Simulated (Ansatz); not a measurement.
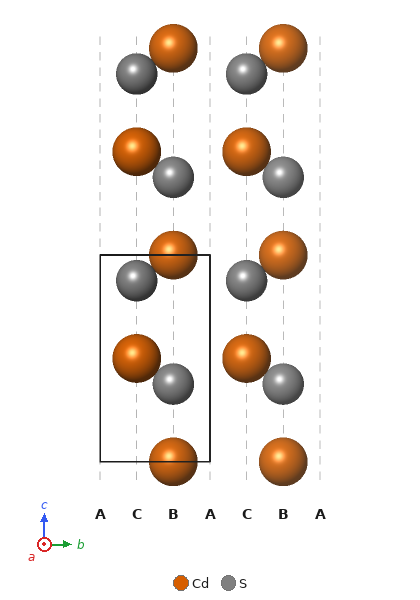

The picture looks along a close-packed row of the hexagonal mesh; c points upwards. The dashed lines mark the three columns A (0, 0), B (1/3, 2/3) and C (2/3, 1/3). The sequence starts with the first layer at or above the cell's origin.

The compound is CdS, taken as the end point of a relaxation with DFT, LDA, all-electron LAPW, scalar-relativistic in Ansatz.

Question: Give the sequence of layers in one repeat, with element and column.

Answer: Cd(B) – S(B) – Cd(C) – S(C) (four layers in 6.64 Å).

Question: How are the S layers alone stacked?

Answer: S layers alone: BC, the hexagonal close-packed type.

Question: Which positions between or in the S layers do the other atoms fill?

Answer: Cd: two tetrahedral sites, counted in one hexagonal cell.

Question: What short polytype symbol fits?

Answer: Polytype symbol 2H, the symbol of a tetrahedral polytype (number of double layers in the repeat and lattice).

Heights of the layers:

```tsv
layer	atoms (column)	height (Å)	to next (Å)
1	Cd(B)	0.00	2.49
2	S(B)	2.49	0.82
3	Cd(C)	3.32	2.50
4	S(C)	5.81	0.83
```
